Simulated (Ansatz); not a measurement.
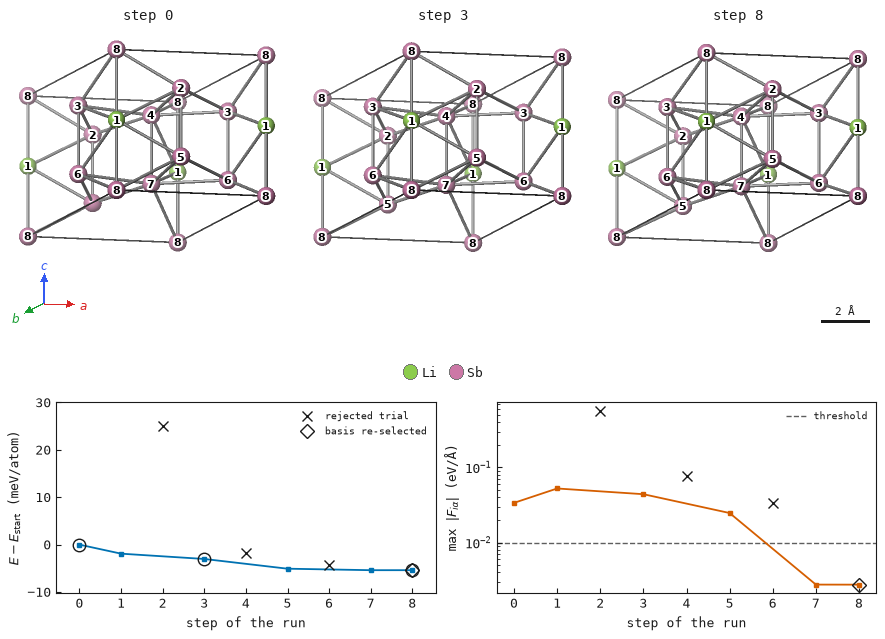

Frames of a relaxation of a crystal of LiSb7 (a generated structure, set up in P-62m), marked on the history of the run. A ball-and-stick model of the cell of the calculation, seen from a free direction.

The calculation used DFT PBE, scalar-relativistic, plane waves, PAW in Ansatz.

The input:
```yaml
crystal:
  lattice:
    - [6.3357065071, 0.0, 0.0]
    - [-3.1678532535, 5.4868827861, 0.0]
    - [0.0, 0.0, 6.4009385597]
  atoms:
    - { symbol: Li, position: [0.0, 0.0, 0.5] }
    - { symbol: Sb, position: [0.4319427135, 0.0, 0.7438679441] }
    - { symbol: Sb, position: [0.0, 0.4319427135, 0.7438679441] }
    - { symbol: Sb, position: [0.5680572865, 0.5680572865, 0.7438679441] }
    - { symbol: Sb, position: [0.4319427135, 0.0, 0.2561320559] }
    - { symbol: Sb, position: [0.0, 0.4319427135, 0.2561320559] }
    - { symbol: Sb, position: [0.5680572865, 0.5680572865, 0.2561320559] }
    - { symbol: Sb, position: [0.0, 0.0, 0.0] }
basis:
  ecutwfc: 420
kpoints:
  mp_grid: { grid: [9, 9, 6] }
hamiltonian:
  xc: pbe
scf:
  occupations: { method: gaussian, width: 0.1 }
output:
  forces: true
  stress: true
  eigenvalues: true
relax:
  adjacent_minimum: "off"
  f_tol: 0.01
  max_steps: 80
  cell: { stress_tol: 0.05 }
```

Launched with:
```bash
ansatz run input.yaml --threads 1 --pin off --max-ram 2560MiB --backend cpu --events-out ev --progress --plain --runs-dir out
```

Describe the path.

The energy falls by 5.4 meV per atom in 4 accepted moves (8 points after the start). The largest force component goes from 0.034 to 0.0028 eV/Å. The pressure goes from −0.13 to 0.00 GPa. The line search rejected the trial steps at points 2, 4, 6 of the run. The SCF was repeated once at an unchanged geometry on a basis and grid sized afresh for the cell, which shifted the energy by less than 0.05 meV per atom at most. The largest moves relative to the cell, 0.072 Å, are those of Sb2, Sb3, Sb4, Sb5, Sb6 and Sb7. Sb5 goes along [1 0 −2]. Li stays in place. The volume changes by −0.1 %, with a = b 6.336 → 6.413 Å (+1.2 %), c 6.401 → 6.245 Å (−2.4 %). Some distances before and after: Sb2–Sb5 3.279 → 3.067 Å, Li1–Sb8 3.200 → 3.122 Å, Li1–Sb2 3.151 → 3.218 Å, Sb2–Sb5 (another image) 3.122 → 3.177 Å. The space group stays P-62m (No. 189). From step 0 to 3: Sb atoms move most (0.03 Å), energy −3.0 meV per atom. From step 3 to 8: Sb atoms move most (0.04 Å), volume −0.2 %, energy −2.4 meV per atom.

| step | E − E(0), meV/atom | largest force component, eV/Å | pressure, GPa | volume, Å³/atom | note |
| --- | --- | --- | --- | --- | --- |
| 0 | 0.00 | 0.0338 | -0.13 | 27.815 |  |
| 1 | -1.90 | 0.0525 | 0.06 | 27.680 |  |
| 2 | 25.13 | 0.5623 | 1.03 | 27.800 | rejected |
| 3 | -3.02 | 0.0441 | -0.23 | 27.841 |  |
| 4 | -1.67 | 0.0771 | -0.16 | 27.962 | rejected |
| 5 | -5.08 | 0.0247 | 0.39 | 27.633 |  |
| 6 | -4.36 | 0.0339 | -0.56 | 28.083 | rejected |
| 7 | -5.39 | 0.0028 | 0.00 | 27.799 |  |
| 8 | -5.39 | 0.0028 | 0.00 | 27.799 | same geometry, new basis |
